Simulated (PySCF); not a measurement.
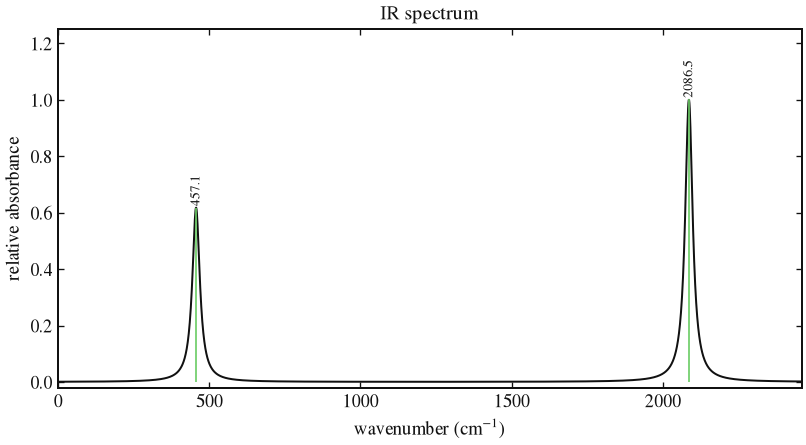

IR spectrum of BF₂⁺, singlet, at a minimum, with B as the central atom. Unscaled harmonic wavenumbers and double-harmonic intensities, PBE0/def2-TZVP, PySCF, isolated molecule. Structures are the lowest points that the searches found. Degenerate modes count as one line, with their intensities summed. Lorentzian lines of 30 cm⁻¹ full width. Close modes add up in the curve.

### What symmetry does the computed molecule have?

The calculation gave D∞h. Its 4 modes give 3 distinct wavenumbers, 2 with an intensity of 0.05 km/mol or more.
| cm⁻¹ | km/mol | symmetry |
| --- | --- | --- |
| 457.1 | 281.0 | πu (×2) |
| 1038.2 | 0.0 | σg+ |
| 2086.5 | 455.2 | σu+ |

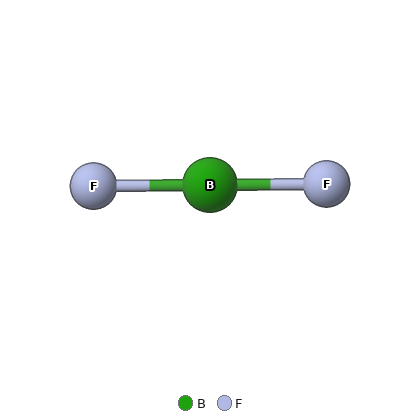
